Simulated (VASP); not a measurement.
Band structure of ZrS$_{2}$ (1T layered). These are vdW-DF2, VASP's PBE PAW potentials (set 64) (plane waves; VASP 6.6.1) values and carry that method's errors.

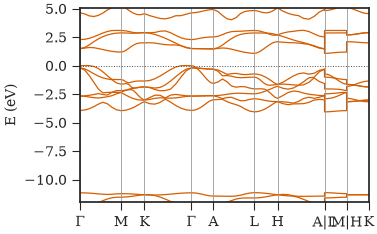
Figure: Bands along high-symmetry lines, zero at the valence-band maximum or, without a gap, the Fermi level

Problem. Read the plot: is there a gap, and where are the band edges?

Solution. The gap is indirect, 1.07 eV, from the valence maximum at K-Γ at 0.89 to the conduction minimum at L. (Edges off the drawn lines would not show.)

Measured: gap 1.70 eV (computed value off by -0.63 eV), as given by Miłosz Rybak et al., Nanomaterials (2022), arXiv:2210.12074.

The compound is ZrS2 in the 1T layered structure. It was relaxed first, which changed the volume by +10 %.
